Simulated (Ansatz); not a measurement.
## Ba3PbO (anti-perovskite), map of one atom of the cell

Starting cell, Ba$_{3}$PbO (anti-perovskite):

```
Ba3PbO
1.0
    5.41311     0.00000     0.00000
    0.00000     5.41311     0.00000
    0.00000     0.00000     5.41311
Ba Pb O
3 1 1
Direct
  0.50000   0.00000   0.50000
  0.00000   0.50000   0.50000
  0.50000   0.50000   0.00000
  0.00000   0.00000   0.00000
  0.50000   0.50000   0.50000
```

In this cell atom 1 (Ba, nearest neighbour O at 2.707 Å; its periodic images, 5.4 Å or more away, move with it) is moved by u·(1.000, 0.000, 0.000) + v·(0.000, 0.000, 1.000); the rest is frozen.

The numbers are results of PBEsol (plane waves to 420 eV, PAW, scalar-relativistic; Ansatz, an electronic-structure program), not measurements. k mesh 7×7×7 (Γ-centred), Fermi-Dirac smearing 0.05 eV. Energies are smeared free energies. Stress and pressure are positive under compression. With partly filled bands, energies and forces of such displacements shift with the k mesh and the smearing. At this level the bands of Ba3PbO touch or barely overlap. Ba3PbO was relaxed with its symmetry unable to fall. Spin-orbit coupling is left out, though Pb is heavy. The zero of ΔE is the undisplaced structure. Axes are in Å.

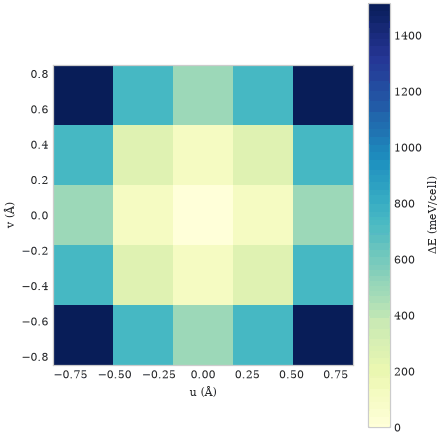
Figure: ΔE (meV/cell) over the 5×5 grid of computed points.

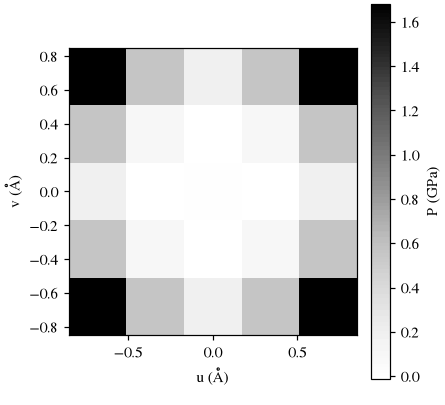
Figure. P (GPa) over the 5×5 grid of computed points.

Highest place on the grid, met at several equal points: u = -0.680 Å, v = -0.680 Å; u = 0.680 Å, v = -0.680 Å; u = -0.680 Å, v = 0.680 Å; u = 0.680 Å, v = 0.680 Å (1516 meV/cell). Lowest place on the grid: u = 0.000 Å, v = 0.000 Å (0 meV/cell). Principal force constants in the plane (five-point differences of the forces): 1.9 eV/Å², isotropic. Centre of the map: a minimum.

(For displaced atoms, the force is minus the slope of the energy, and its curvature is a force constant, which sets phonon frequencies.)
